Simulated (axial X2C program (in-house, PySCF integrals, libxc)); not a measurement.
# HfTe: from the state search to constants, part 2 of 2

Computed with an in-house X2C program for linear molecules on PySCF integrals; all-electron X2C, Hf dyall-cv3z, Te dyall-cv3z. The steps go on from the part before.

### Step 9. PBE0, 2c

State followed: Ω = 0 (closed shell). The scan is laid around 2.509 Å, a first estimate of the minimum, and this SCF restarts from the orbitals of the search.

The SCF at the reference distance of 2.509 Å:

```text
two-component X2C + atomic mean field  PBE0
basis functions 309  fitting functions 1544  grid points 5804
iter        total energy     max residual
   1     -21862.719371550     7.27e+00
   2     -21867.038617852     4.48e-02
   3     -21866.883024065     8.87e-02
   4     -21867.093024724     2.13e-02
   5     -21867.106606574     7.81e-03
   6     -21867.109255199     3.72e-03
   7     -21867.110253100     7.92e-04
   8     -21867.110269080     1.35e-04
   9     -21867.110271179     5.26e-05
  10     -21867.110271506     2.39e-05
  11     -21867.110271583     4.36e-06
  12     -21867.110271590     2.42e-06
  13     -21867.110271592     8.98e-07
converged
one-electron -31570.93058873  Coulomb 9420.81562397  exact exchange -120.56870518  xc functional -369.32438908  nuclear repulsion 789.65304013  atomic mean-field constant -16.75525270
```

Along the bond, energies from the lowest point:

```csv
R (Å),E (eV),μ (D),HOMO (eV),LUMO (eV),iterations
2.183,1.4821,-3.31,-5.30,-2.25,14
2.283,0.6089,-3.52,-5.40,-2.41,14
2.358,0.2379,-3.70,-5.48,-2.53,14
2.434,0.0494,-3.90,-5.56,-2.65,14
2.509,0.0000,-4.12,-5.63,-2.77,13
2.597,0.0738,-4.39,-5.71,-2.91,14
2.685,0.2494,-4.66,-5.77,-3.03,14
2.797,0.5743,-5.01,-5.84,-3.18,15
2.936,1.0568,-5.42,-5.68,-3.34,16
3.136,1.8116,-5.92,-5.47,-3.52,17
```

Dipoles are positive if Te is the positive end.

Outer spinors at the reference distance:

| ω | occupied | ε (eV) | atomic character | λ mixture |
| --- | --- | --- | --- | --- |
| 5/2 | yes | -23.29 | 100% Hf f | 88% φ, 12% δ |
| 3/2 | yes | -23.07 | 100% Hf f | 75% δ, 25% π |
| 1/2 | yes | -22.94 | 100% Hf f | 58% π, 42% σ |
| 7/2 | yes | -21.65 | 100% Hf f | 100% φ |
| 5/2 | yes | -21.47 | 100% Hf f | 88% δ, 12% φ |
| 3/2 | yes | -21.33 | 100% Hf f | 75% π, 25% δ |
| 1/2 | yes | -21.26 | 100% Hf f | 58% σ, 42% π |
| 1/2 | yes | -15.86 | 66% Te s, 11% Hf d, 10% Hf p | 100% σ |
| 1/2 | yes | -7.69 | 63% Te p, 22% Hf s, 8% Hf d | 94% σ, 6% π |
| 1/2 | yes | -6.72 | 59% Te p, 26% Hf d, 6% Hf p | 94% π, 6% σ |
| 3/2 | yes | -6.33 | 57% Te p, 30% Hf d, 5% Hf p | 100% π |
| 1/2 | yes | -5.63 | 47% Hf s, 36% Hf d, 7% Hf p | 99% σ, 1% π |
| 3/2 | no | -2.77 | 96% Hf d | 94% δ, 6% π |
| 1/2 | no | -2.49 | 49% Hf d, 36% Hf p, 10% Te p | 76% π, 24% σ |
| 5/2 | no | -2.43 | 99% Hf d | 100% δ |
| 3/2 | no | -2.14 | 58% Hf d, 29% Hf p, 9% Te p | 94% π, 6% δ |

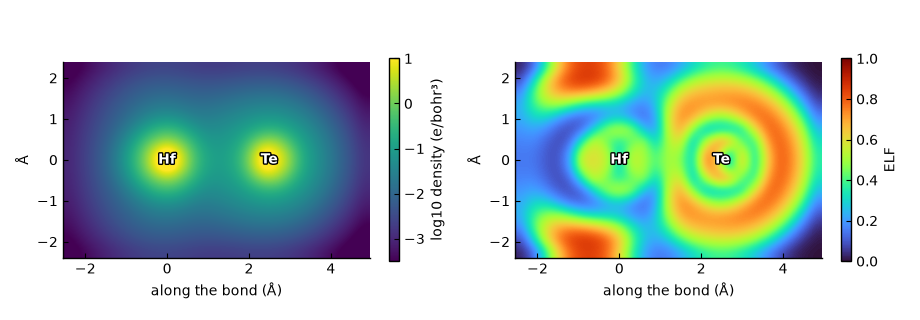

PBE0 fields in a plane through the axis, from a grid of 0.3 Å; Hf lies at z = 0 and Te at z = 2.509 Å; the ELF is damped to zero where the density is low.

Re = 2.503 Å, ωe = 261.3 cm⁻¹, ωexe = 0.341 cm⁻¹, Be = 0.03567 cm⁻¹, De = 4.00 eV, μ = -4.10 D.

### Step 10. HF, 2c

Output at 2.509 Å:

```text
two-component X2C + atomic mean field  HF
basis functions 309  fitting functions 1544  grid points 5804
iter        total energy     max residual
   1     -21859.491998048     8.37e-01
   2     -21859.553276299     3.23e-02
   3     -21859.554569808     3.77e-02
   4     -21859.559351658     1.89e-03
   5     -21859.559510655     1.24e-03
   6     -21859.559585529     4.86e-04
   7     -21859.559610128     1.39e-04
   8     -21859.559616903     7.12e-05
   9     -21859.559618219     3.15e-05
  10     -21859.559618423     1.77e-05
  11     -21859.559618489     8.18e-06
  12     -21859.559618505     3.60e-06
  13     -21859.559618508     2.44e-06
  14     -21859.559618510     1.00e-06
  15     -21859.559618511     6.26e-07
converged
one-electron -31570.49972349  Coulomb 9420.59780040  exact exchange -482.55548284  xc functional 0.00000000  nuclear repulsion 789.65304013  atomic mean-field constant -16.75525270
```

No constants are quoted: the dipole of the solution doesn't run smoothly along the scan, a sign that its character may change, so the fit is set aside.

### Step 11. TPSSh, 2c

The SCF at the reference distance of 2.509 Å:

```text
two-component X2C + atomic mean field  TPSSh
basis functions 309  fitting functions 1544  grid points 5804
iter        total energy     max residual
   1     -21866.913544048     3.01e-01
   2     -21866.914184957     2.25e-02
   3     -21866.908922061     4.03e-02
   4     -21866.915518037     3.47e-03
   5     -21866.915980188     2.10e-03
   6     -21866.916289929     1.91e-04
   7     -21866.916290321     5.75e-05
   8     -21866.916290363     2.28e-05
   9     -21866.916290371     2.67e-06
  10     -21866.916290371     6.93e-07
converged
one-electron -31568.78646093  Coulomb 9418.60421502  exact exchange -48.21916475  xc functional -441.41266713  nuclear repulsion 789.65304013  atomic mean-field constant -16.75525270
```

Re = 2.509 Å, ωe = 256.3 cm⁻¹, ωexe = 0.352 cm⁻¹, Be = 0.03549 cm⁻¹, De = 4.26 eV, μ = -4.00 D.

### Step 12. MP2 and beyond, 2c

Correlated methods: 10 electrons correlated (frozen shells, counted by type: Hf 5 s, 4 p, 2 d, 1 f; Te 4 s, 3 p, 2 d), 366 virtual spinors in MP2, 110 natural virtuals in coupled cluster.

Output of the correlated part at 2.509 Å:

```text
correlated 10  virtual 366  natural virtual 110  E(MP2) -0.225773515  MP2 remainder -0.007351387
iter   CCSD correlation   residual
   1     -0.217832753   2.15e-01
   2     -0.227842447   1.22e-01
   3     -0.232222461   5.11e-02
   4     -0.232553277   1.76e-02
   5     -0.232672606   7.43e-03
   6     -0.232692504   3.26e-03
   7     -0.232701193   1.70e-03
   8     -0.232719247   9.98e-04
   9     -0.232717451   6.75e-04
  10     -0.232723365   4.18e-04
  11     -0.232718972   2.40e-04
  12     -0.232720214   1.25e-04
  13     -0.232719456   7.52e-05
  14     -0.232719296   4.52e-05
  15     -0.232719452   2.46e-05
  16     -0.232719352   1.30e-05
  17     -0.232719338   6.41e-06
(T) -0.019229698  T1 0.0554  D1 0.0823  max T2 0.099
```

MP2: No constants are quoted: the dipole of the HF reference doesn't run smoothly along the scan, a sign that its character may change, so the fit is set aside.

CCSD: No constants are quoted: the dipole of the HF reference doesn't run smoothly along the scan, a sign that its character may change, so the fit is set aside.

CCSD(T): No constants are quoted: the dipole of the HF reference doesn't run smoothly along the scan, a sign that its character may change, so the fit is set aside.

### Step 13. A higher determinant, 2c

State: Ω = 1 (excess of +ω over −ω: ω = -1/2, ω = 3/2).

Output at the reference distance:

```text
two-component X2C + atomic mean field  PBE0
basis functions 309  fitting functions 1544  grid points 5804
iter        total energy     max residual
   1     -21862.803558079     7.24e+00
   2     -21867.034797217     4.61e-02
   3     -21866.947375670     8.29e-02
   4     -21867.094247984     1.77e-02
   5     -21867.098831373     7.21e-03
   6     -21867.099404846     3.99e-03
   7     -21867.099971992     7.17e-04
   8     -21867.099989691     1.33e-04
   9     -21867.099991799     6.80e-05
  10     -21867.099992608     3.29e-05
  11     -21867.099992748     9.70e-06
  12     -21867.099992758     3.40e-06
  13     -21867.099992759     8.26e-07
converged
one-electron -31575.02628519  Coulomb 9425.02127546  exact exchange -120.59841981  xc functional -369.39435064  nuclear repulsion 789.65304013  atomic mean-field constant -16.75525270
```

```csv
R (Å),E above the lowest PBE0 point (eV)
2.183,1.919
2.283,1.006
2.358,0.599
2.434,0.370
2.509,0.280
2.597,0.305
2.685,0.432
2.797,0.696
2.936,1.106
```

Re = 2.534 Å, ωe = 246.0 cm⁻¹, ωexe = 0.348 cm⁻¹, Be = 0.0348 cm⁻¹, μ = -5.72 D. Te = 0.27 eV. As a difference of two determinants it need not be a gap between pure terms.

### Step 14. The 2c curves together

Energy (eV) of the followed determinant, 2c, from each level's lowest point:

```csv
R (Å),PBE0,HF (dipole not smooth),MP2 (HF's dipole not smooth),CCSD (HF's dipole not smooth),CCSD(T) (HF's dipole not smooth),TPSSh
2.183,1.482,1.821,1.796,n/a,n/a,1.504
2.283,0.609,0.804,0.798,0.827,0.880,0.628
2.358,0.238,0.350,0.351,0.369,0.408,0.253
2.434,0.049,0.097,0.100,0.108,0.131,0.058
2.509,0.000,0.000,0.000,0.000,0.004,0.000
2.597,0.074,0.038,0.030,0.020,0.000,0.062
2.685,0.249,0.195,0.179,0.156,0.109,0.225
2.797,0.574,0.516,0.498,0.446,0.363,0.531
2.936,1.057,1.005,1.044,n/a,n/a,0.988
3.136,1.812,1.724,2.001,n/a,n/a,1.704
```

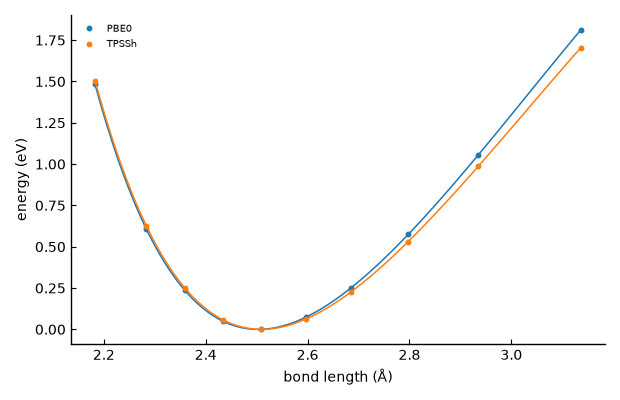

Curves of the followed state, 2c, each from its own lowest point. Left out: HF, MP2, CCSD, CCSD(T).

The whole job took 7.4 min on 1 thread of Arm Neoverse V2, shared host; peak memory 1.1 GiB.

### Step 15. Results

The summary covers parts 1 to 2.

Lowest determinant that the search found at its distance, spin-free: M_S = 0, Λ = 0 (closed shell).

Lowest determinant that the search found at its distance, 2c: Ω = 0 (closed shell).

```csv
Hamiltonian,level,Re (Å),ωe (cm⁻¹),De (eV),μ (D)
spin-free,PBE0,2.499,264.7,4.36,-4.18
spin-free,HF,2.525,270.8,1.90,-5.80
spin-free,MP2,2.532,261.9,4.35,n/a
spin-free,CCSD,2.535,262.1,3.91,n/a
spin-free,CCSD(T),2.552,250.2,4.28,n/a
spin-free,TPSSh,2.506,259.3,4.47,-4.07
2c,PBE0,2.503,261.3,4.00,-4.10
2c,TPSSh,2.509,256.3,4.26,-4.00
```

Dipoles are positive if Te is the positive end. No constants: 2c HF (the dipole of the solution doesn't run smoothly along the scan, a sign that its character may change, so the fit is set aside); 2c MP2 (the dipole of the HF reference doesn't run smoothly along the scan, a sign that its character may change, so the fit is set aside); 2c CCSD (the dipole of the HF reference doesn't run smoothly along the scan, a sign that its character may change, so the fit is set aside); 2c CCSD(T) (the dipole of the HF reference doesn't run smoothly along the scan, a sign that its character may change, so the fit is set aside).

Time per point (s) on 1 thread of Arm Neoverse V2, shared host (2c runs); the times are rough: PBE0 2.5, TPSSh 3.1.

What this shows: At PBE0, going from spin-free to two-component changes Re by +4 mÅ, ωe by -1.3 %; the spin-free picture holds up (part of it comes from the scalar share of the two-electron terms). It costs about 1.7 times the time. De moves by -0.36 eV; both De rest on single-determinant atoms, which can miss part of an open shell's spin–orbit lowering.

De refers to Hf + Te, each in the lowest determinant found, which need not be this curve's own limit. Each curve is one determinant whose occupation by symmetry is held fixed; it was picked as the lowest of a PBE0 search that is not exhaustive. Closed shells are restricted here (equal orbitals for both partners), which fails at long range if the bond breaks into open shells. De is counted from the lowest determinant-based energies of the atoms at the same level, without counterpoise correction. Coupled cluster ran in a truncated set of natural virtual spinors; the MP2 energy of the rest was added. The meta-GGAs lack a current-density term, which matters for open shells with orbital currents, atoms included. With the outer-core shells frozen, correlated bond lengths of heavy atoms tend to come out a few hundredths of an ångström too long. T1 at Re is 0.042 (Lee–Taylor), above the customary mark of 0.02.
